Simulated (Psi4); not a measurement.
# CHF2O (SMILES [O]C(F)F) at 4 levels

We compute a comparison of 4 runs (UHF/def2-SVP, UB3LYP/6-31G*, UB3LYP/6-311G**, UMP2.5/pcseg-0) of CHF2O. 

The calculation is run with Psi4 1.11.

8 further runs of the same task are left out: 7 that didn't finish, 1 set aside as unsound or not needed.

## 1. The molecule

CHF2O has 5 atoms, charge 0, and is taken as a doublet. SMILES: `[O]C(F)F`. Geometry: relaxed at PBE0-D4/def2-TZVP.

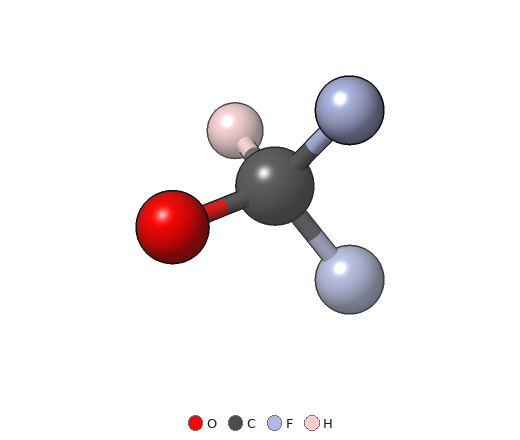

The structure, seen from a chosen angle (oxygen red, carbon dark grey, fluorine light blue, hydrogen pink).

## 2. Energy and gradient at UHF/def2-SVP (run 1)

chf2o.py reads:

```python
import psi4

psi4.set_memory('1600 MB')
psi4.set_num_threads(1)
psi4.core.set_output_file('chf2o.out', False)

mol = psi4.geometry("""
0 2
O     -0.541600    -0.387700     1.137900
C      0.011000     0.001200     0.004100
F      1.102700    -0.708000    -0.342800
F     -0.825400    -0.034200    -1.051500
H      0.303300     1.055000     0.210800
units angstrom
symmetry c1
""")

psi4.set_options({
    'basis': 'def2-SVP',
    'reference': 'uhf',
    'puream': True,
    'e_convergence': 1e-09,
    'd_convergence': 1e-08,
    'scf_type': 'pk',
    'maxiter': 200,
})

e_tot = psi4.gradient('hf', molecule=mol)
print('gradient / Eh bohr^-1')
print(e_tot.np.round(6))
```

Started as:

```bash
$ python chf2o.py
```

chf2o.out:

```text
[...]
  Running in c1 symmetry.
[...]
  Nuclear repulsion =  125.371685221319382
[...]
  Multiplicity = 2
[...]
  Nalpha       = 17
  Nbeta        = 16
[...]
    Number of basis functions: 61
[...]
   @UHF iter   1:  -311.68192329376109   -5.86079e-01   9.09446e-03 DIIS/ADIIS
[...]
   @UHF iter  17:  -311.89422342008851   -2.10321e-12   8.37406e-09 DIIS
[...]
   @S^2 Observed:                7.568875680E-01
[...]
    Orbital Energies [Eh]
    ---------------------
    Alpha Occupied:
       1A    -26.327561     2A    -26.327546     3A    -20.683628
       4A    -11.486289     5A     -1.681371     6A     -1.603322
       7A     -1.471235     8A     -0.951330     9A     -0.847742
      10A     -0.810020    11A     -0.792815    12A     -0.713829
      13A     -0.692804    14A     -0.661802    15A     -0.655507
      16A     -0.599886    17A     -0.577555
    Alpha Virtual:
      18A      0.189384    19A      0.340798    20A      0.368859
      21A      0.393111    22A      0.572799    23A      0.665653
      24A      0.690829    25A      0.766612    26A      0.784214
[...]
  @UHF Final Energy:  -311.89422342008851
   => Energetics <=
    Nuclear Repulsion Energy =            125.3716852213193818
    One-Electron Energy =                -681.7662595342460463
    Two-Electron Energy =                 244.5003508928381848
    Total Energy =                       -311.8942234200885082
  UHF NO Occupations:
  HONO-2 :   15  A 1.9988860
  HONO-1 :   16  A 1.9984099
[...]
 Multipole Moments:
 ------------------------------------------------------------------------------------
     Multipole            Electronic (a.u.)      Nuclear  (a.u.)        Total (a.u.)
 ------------------------------------------------------------------------------------
 L = 1.  Multiply by 2.5417464519 to convert [e a0] to [Debye]
 Dipole X            :          0.1429616           -0.0215411            0.1214205
 Dipole Y            :         -0.8265637            1.4163384            0.5897746
 Dipole Z            :         -1.1749501            1.4052524            0.2303024
 Magnitude           :                                                    0.6446831
[...]
  -Total Gradient:
     Atom            X                  Y                   Z
    ------   -----------------  -----------------  -----------------
       1        0.004131168040     0.011149056386    -0.000618997048
       2       -0.016140311556    -0.018494746175     0.026301091213
       3        0.023571573477    -0.009015161343    -0.009140403954
       4       -0.013590652124     0.003973000420    -0.022808704586
       5        0.002028222163     0.012387850712     0.006267014376
[...]
```

On the terminal:

```text
gradient / Eh bohr^-1
[[ 0.004131  0.011149 -0.000619]
 [-0.01614  -0.018495  0.026301]
 [ 0.023572 -0.009015 -0.00914 ]
 [-0.013591  0.003973 -0.022809]
 [ 0.002028  0.012388  0.006267]]
```

Run time: 3.6 s. Hardware: 1 thread of Intel Xeon 6975P-C (Granite Rapids), shared host; peak memory 0.21 GiB.

## 3. The energy at UB3LYP/6-31G(d) (spherical functions) (run 2)

job.json reads:

```json
{
 "schema_name": "qcschema_input",
 "schema_version": 1,
 "molecule": {
  "schema_name": "qcschema_molecule",
  "schema_version": 2,
  "symbols": ["O", "C", "F", "F", "H"],
  "geometry": [-1.02347567, -0.73264682, 2.15031936, 0.02078699, 0.00226767, 0.00774788, 2.083801, -1.3379261, -0.64779812, -1.55977994, -0.06462863, -1.98704702, 0.57315393, 1.99366106, 0.39835427],
  "molecular_charge": 0,
  "molecular_multiplicity": 2,
  "fix_symmetry": "c1"
 },
 "driver": "energy",
 "model": {
  "method": "b3lyp",
  "basis": "6-31G*"
 },
 "keywords": {
  "reference": "uks",
  "puream": true,
  "e_convergence": 1e-09,
  "d_convergence": 1e-08,
  "scf_type": "pk",
  "dft_radial_points": 99,
  "dft_spherical_points": 590,
  "maxiter": 200
 }
}
```

Started as:

```bash
$ psi4 --qcschema job.json -n 1 --memory 1600MB
```

stdout:

```text
[...]
  Running in c1 symmetry.
[...]
  Nuclear repulsion =  125.371685186475332
[...]
  Multiplicity = 2
[...]
  Nalpha       = 17
  Nbeta        = 16
[...]
    Number of basis functions: 58
[...]
   @UKS iter   1:  -313.40335503363900   -2.35266e-01   9.07538e-03 ADIIS/DIIS
[...]
   @UKS iter  14:  -313.52479395037409   -3.97904e-13   9.19123e-09 DIIS
[...]
   @S^2 Observed:                7.529106135E-01
[...]
    Orbital Energies [Eh]
    ---------------------
    Alpha Occupied:
       1A    -24.718728     2A    -24.718691     3A    -19.247429
       4A    -10.409200     5A     -1.284775     6A     -1.214267
       7A     -1.092989     8A     -0.693483     9A     -0.602635
      10A     -0.575596    11A     -0.545213    12A     -0.455412
      13A     -0.439380    14A     -0.419350    15A     -0.414955
      16A     -0.376273    17A     -0.363979
    Alpha Virtual:
      18A      0.100483    19A      0.165518    20A      0.189153
      21A      0.237804    22A      0.474301    23A      0.477695
      24A      0.498370    25A      0.710035    26A      0.771992
[...]
  @UKS Final Energy:  -313.52479395037409
   => Energetics <=
    Nuclear Repulsion Energy =            125.3716851864753323
    One-Electron Energy =                -682.7537209317026736
    Two-Electron Energy =                 272.3975974941249660
    DFT Exchange-Correlation Energy =     -28.5403556992717604
    Empirical Dispersion Energy =           0.0000000000000000
    VV10 Nonlocal Energy =                  0.0000000000000000
    Total Energy =                       -313.5247939503740895
[...]
 Multipole Moments:
 ------------------------------------------------------------------------------------
     Multipole            Electronic (a.u.)      Nuclear  (a.u.)        Total (a.u.)
 ------------------------------------------------------------------------------------
 L = 1.  Multiply by 2.5417464519 to convert [e a0] to [Debye]
 Dipole X            :          0.1770927           -0.0215411            0.1555516
 Dipole Y            :         -0.8998222            1.4163384            0.5165161
 Dipole Z            :         -1.3374444            1.4052524            0.0678080
 Magnitude           :                                                    0.5436756
[...]
```

The result, in JSON:

```text
{
 "driver": "energy",
 "model": {
  "method": "b3lyp",
  "basis": "6-31G*"
 },
 "success": true,
 "return_result": -313.5247939503741,
 "properties": {
  "calcinfo_nbasis": 58,
  "calcinfo_nmo": 58,
  "calcinfo_nalpha": 17,
  "calcinfo_nbeta": 16,
  "calcinfo_natom": 5,
  "nuclear_repulsion_energy": 125.37168518647533,
  "return_energy": -313.5247939503741,
  "scf_one_electron_energy": -682.7537209317027,
  "scf_two_electron_energy": 272.39759749412497,
  "scf_xc_energy": -28.54035569927176,
  "scf_dipole_moment": [0.15555162648855186, 0.5165161369725293, 0.06780800893151206],
  "scf_total_energy": -313.5247939503741,
  "scf_iterations": 14
 }
}
```

Wall time 10 s (1 thread of Intel Xeon 6975P-C (Granite Rapids), shared host); peak memory 0.67 GiB.

Run 3 isn't shown in full; the table further down has it.

## 4. A single-point energy at UMP2.5/pcseg-0 (DKH2, fitted SCF) (run 4)

calc.dat reads:

```
memory 1.6 GB

molecule {
  0 2
  O     -0.541600    -0.387700     1.137900
  C      0.011000     0.001200     0.004100
  F      1.102700    -0.708000    -0.342800
  F     -0.825400    -0.034200    -1.051500
  H      0.303300     1.055000     0.210800
  symmetry c1
  no_reorient
  no_com
}

set basis pcseg-0
set reference uhf
set freeze_core true
set mp_type conv
set relativistic dkh
set dkh_order 2

energy('mp2.5')
```

Started as:

```bash
$ psi4 -i calc.dat -o calc.out -n 1
```

calc.out:

```text
[...]
  Running in c1 symmetry.
[...]
  Nuclear repulsion =  125.371685221319382
[...]
  Multiplicity = 2
[...]
  Nalpha       = 17
  Nbeta        = 16
[...]
    Number of basis functions: 38
[...]
   @UHF iter   1:  -311.21123899136728   -4.84916e-01   1.41364e-02 DIIS/ADIIS
[...]
   @UHF iter  17:  -311.42928266372871   -9.66338e-13   8.42434e-09 DIIS
[...]
   @S^2 Observed:                7.549779263E-01
[...]
    Orbital Energies [Eh]
    ---------------------
    Alpha Occupied:
       1A    -26.369002     2A    -26.368918     3A    -20.718985
       4A    -11.507199     5A     -1.720655     6A     -1.637761
       7A     -1.510020     8A     -0.961374     9A     -0.854148
      10A     -0.806355    11A     -0.793402    12A     -0.711898
      13A     -0.692031    14A     -0.657073    15A     -0.653312
      16A     -0.607020    17A     -0.581484
    Alpha Virtual:
      18A      0.198571    19A      0.349351    20A      0.389131
      21A      0.425754    22A      0.636864    23A      0.901116
      24A      0.905602    25A      0.914467    26A      1.062334
[...]
  @UHF Final Energy:  -311.42928266372871
   => Energetics <=
    Nuclear Repulsion Energy =            125.3716852213193818
    One-Electron Energy =                -680.3043027296257605
    Two-Electron Energy =                 243.5033348445776937
    Total Energy =                       -311.4292826637287135
  UHF NO Occupations:
  HONO-2 :   15  A 1.9991391
  HONO-1 :   16  A 1.9989178
[...]
 Multipole Moments:
 ------------------------------------------------------------------------------------
     Multipole            Electronic (a.u.)      Nuclear  (a.u.)        Total (a.u.)
 ------------------------------------------------------------------------------------
 L = 1.  Multiply by 2.5417464519 to convert [e a0] to [Debye]
 Dipole X            :          2.9317913           -2.7737400            0.1580513
 Dipole Y            :         17.1867136          -16.4769000            0.7098135
 Dipole Z            :          6.3109627           -6.0662098            0.2447528
 Magnitude           :                                                    0.7672805
[...]
	SCS-MP2 Total Energy (a.u.)        :  -311.83872546726565
	SOS-MP2 Total Energy (a.u.)        :  -311.83305291905413
	SCSN-MP2 Total Energy (a.u.)       :  -311.62322656044819
[...]
	SOS-PI-MP2 Total Energy (a.u.)     :  -311.86411216946379
[...]
	MP2 Total Energy (a.u.)            :  -311.85007056368852
[...]
```

Run time: 2.7 s. Hardware: 1 thread of Intel Xeon 6975P-C (Granite Rapids), shared host; peak memory 0.19 GiB.

## 5. All runs side by side

| run | level | task | integration grid | energy (Eh) | dipole moment (D) | HOMO energy (eV) | LUMO energy (eV) | wall time |
| --- | --- | --- | --- | --- | --- | --- | --- | --- |
| 1 | UHF/def2-SVP | gradient | – | -311.894223 | 1.64 | -15.18 | 1.29 | 3.6 s |
| 2 | UB3LYP/6-31G* (spherical functions) | energy | 99 radial × 590 angular | -313.524794 | 1.38 | -9.35 | -5.44 | 10 s |
| 3 | UB3LYP/6-311G** | gradient | 99 radial × 590 angular | -313.627956 | 1.51 | -9.64 | -5.71 | 19 s |
| 4 | UMP2.5/pcseg-0 (DKH2, fitted SCF) | energy | – | -311.849155 | – | -15.32 | 1.08 | 2.7 s |

## 6. Outcome

| quantity | value |
| --- | --- |
| run 4: total energy | -311.84915 Eh |
| run 4: HOMO energy (Hartree–Fock orbitals) (highest over α and β) | -15.32 eV |
| run 4: LUMO energy (Hartree–Fock orbitals) (lowest over α and β) | 1.08 eV |
| run 4: correlation energy (4 core orbitals frozen) | -419.9 mEh |
| run 4: ⟨S²⟩ of the reference determinant | 0.755 |

**Reading.** Over runs 1, 2, 3 the dipole moment (its size) runs from 1.38 D (UB3LYP/6-31G*) to 1.64 D (UHF/def2-SVP). The two ends differ in method and basis. All runs together took 35 s, the longest 19 s.
